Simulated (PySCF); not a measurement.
## A study: C$_{4}$H$_{7}$Cl, SMILES `C=C(C)CCl`

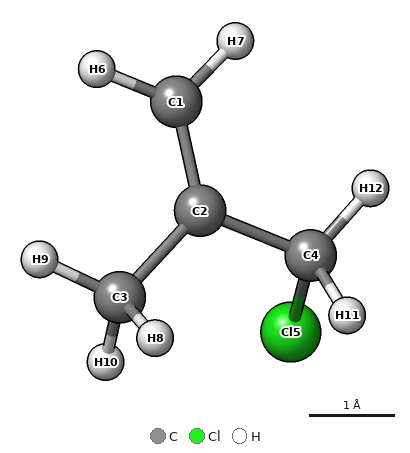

The molecule, with its atoms numbered as below. No frequency check shows the geometry to be a minimum.

Geometry (Å), atoms numbered from 1:

```
C1       1.7387    1.0737    0.3436
C2       0.9556    0.1114   -0.1191
C3       1.2842   -1.3440   -0.0030
C4      -0.3460    0.4217   -0.7867
Cl5     -1.7108   -0.0432    0.2903
H6       2.6748    0.8553    0.8277
H7       1.4782    2.1145    0.2541
H8       1.3938   -1.7840   -0.9938
H9       2.2056   -1.4932    0.5519
H10      0.4758   -1.8671    0.5055
H11     -0.4784   -0.1538   -1.7030
H12     -0.4601    1.4860   -0.9866
```

## 1. Excited states

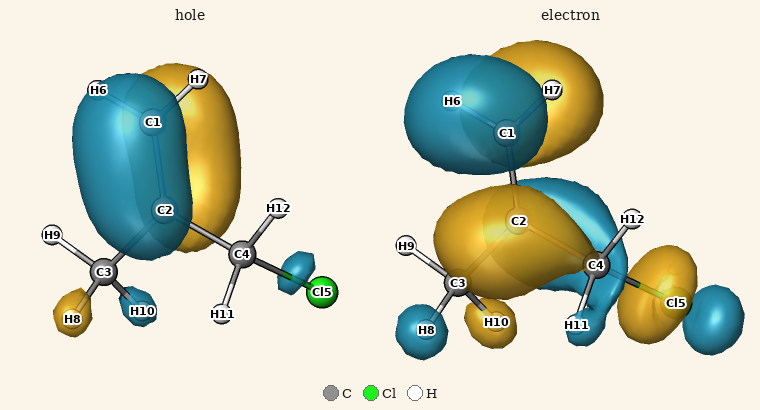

Leading natural transition orbital pair of T₁ (TDA triplet states); the surfaces enclose about 78 % of each orbital's density.

PySCF calculation, CAM-B3LYP/6-311+G**, gas phase; geometry: GFN2-xTB.

Question: Where does the state lie, and where do hole and electron sit?

Answer: 4.27 eV (290 nm), spin-forbidden from the singlet ground state; the leading pair carries 100 %; hole on C1 (42 %) and C2 (34 %), electron on C1 (36 %), C2 (32 %) and Cl5 (7 %); their centroids lie 0.1 Å apart. In canonical orbitals it is mainly HOMO → LUMO (82 %). The HOMO–LUMO gap is 9.53 eV.

## 2. Removing or adding an electron

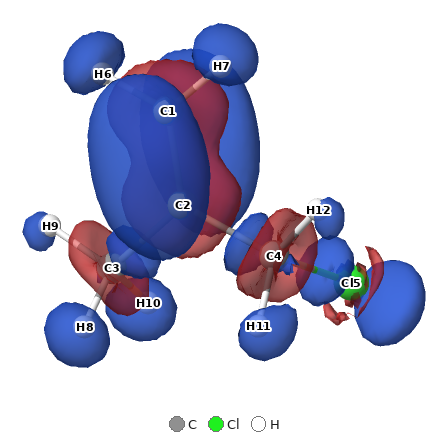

Fukui function f⁻ = ρ(N) − ρ(N−1) at fixed geometry, surfaces at ±0.03 e/Å³ (blue positive, red negative).

Level of theory: HF/def2-SVP (PySCF), at a geometry from GFN2-xTB.

Question: Which atoms respond most to the removal of an electron?

Answer: f⁻ (Hirshfeld-condensed) is largest on C1 (0.27) and C2 (0.22); the vertical ionisation energy is 8.52 eV. Condensed values hint at sites of electrophilic attack but needn't mark the atom that reacts. Orbital relaxation makes it negative in places (0.29 e in all).

```tsv
atom	f⁻	charge
C1	+0.27	−0.11
C2	+0.22	−0.02
C3	+0.04	−0.10
C4	+0.01	−0.01
Cl5	+0.12	−0.10
H6	+0.07	+0.05
H7	+0.07	+0.05
H8	+0.05	+0.04
H9	+0.03	+0.05
H10	+0.05	+0.04
H11	+0.04	+0.05
H12	+0.02	+0.06
```

## 3. Localised orbitals

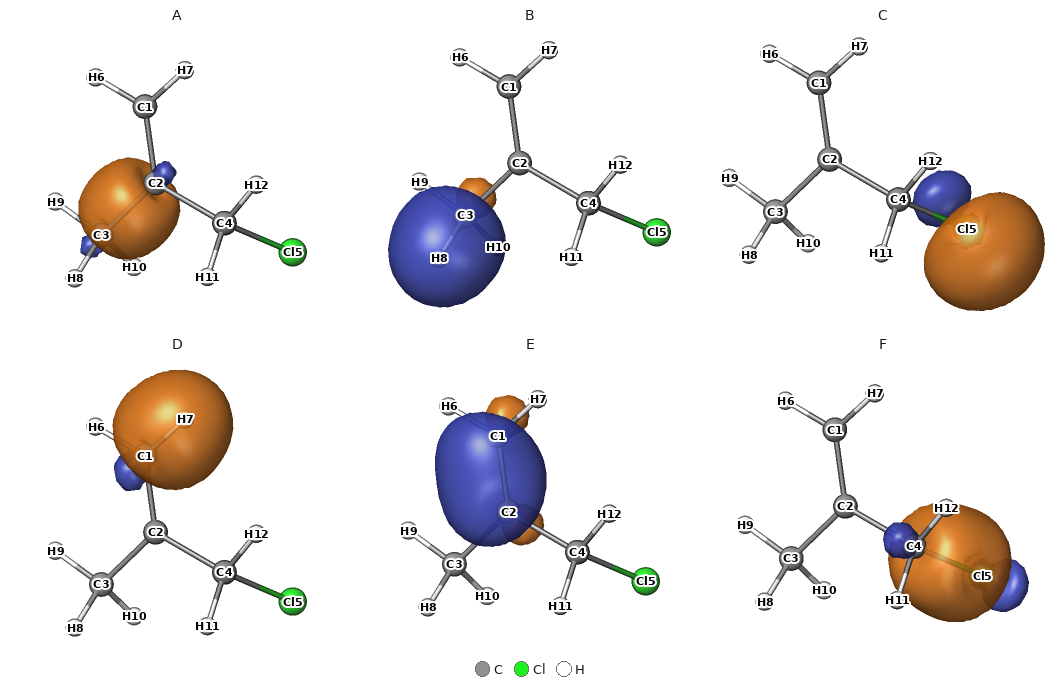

Foster–Boys orbitals, occupied; each surface holds about 80 % of the orbital's density. Energies are diagonal elements of the Fock matrix.

Computed with PySCF, PBE/def2-SVP, geometry: GFN2-xTB.

Question: Identify each orbital.

Answer: By panel:
- A: σ bond C2–C3 (C2 50 %, C3 49 %; −13.0 eV)
- B: σ bond C3–H8 (C3 55 %, H8 44 %; −11.7 eV)
- C: lone pair on Cl5 (sp2.4-type) (Cl5 99 %; −10.3 eV)
- D: σ bond C1–H7 (C1 55 %, H7 44 %; −12.0 eV)
- E: bent (banana) bond C1–C2 (C1 50 %, C2 48 %; −11.2 eV)
- F: σ bond Cl5–C4 (Cl5 58 %, C4 41 %; −14.5 eV)

## 4. Stretching a bond

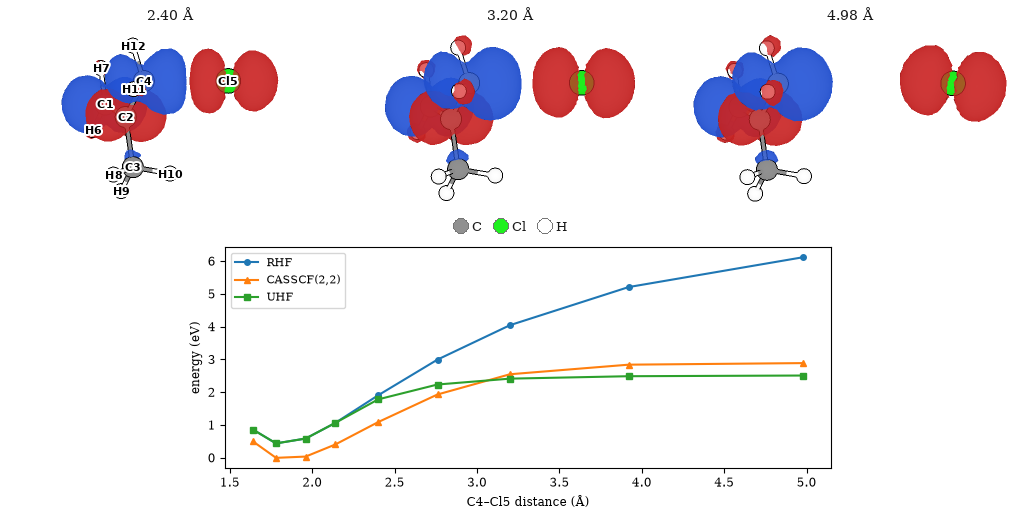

Rigid stretch of the C4–Cl5 bond. Broken-symmetry UHF spin density at ±0.03 e/Å³ (red: α, blue: β). Below: energies along the scan, from the lowest point of the three curves.

Level of theory: cc-pVDZ basis (PySCF), at a geometry from GFN2-xTB.

UHF's ⟨S²⟩ passes 1 along the scan (up to 1.17), so it also polarises electrons outside the stretched bond; its energy lowering isn't due to that bond alone.

Question: How does the broken-symmetry solution share the spin, and how far is it from a pure singlet?

Answer: At 4.98 Å excess α spin lies mostly on Cl5 and excess β on C4; the two could be swapped at no cost. ⟨S²⟩ is 0.51 at 2.40 Å, 1.12 at 3.20 Å and 1.17 at 4.98 Å, against 0 for a pure singlet and 1 for an equal mix of singlet and triplet.

Question: Where does the UHF solution part from RHF?

Answer: Between 2.14 Å (⟨S²⟩ = 0, the two coincide) and 2.40 Å (⟨S²⟩ = 0.51); at 4.98 Å ⟨S²⟩ is 1.17 and UHF lies 3.6 eV below RHF.

Question: How much energy does the stretch cost?

Answer: By CASSCF, 2.9 eV from the lowest point of the scan (1.78 Å) to 4.98 Å; RHF gives 5.7 eV from its own lowest point. The fragments aren't relaxed and dynamic correlation is missing, so this isn't a bond dissociation energy.
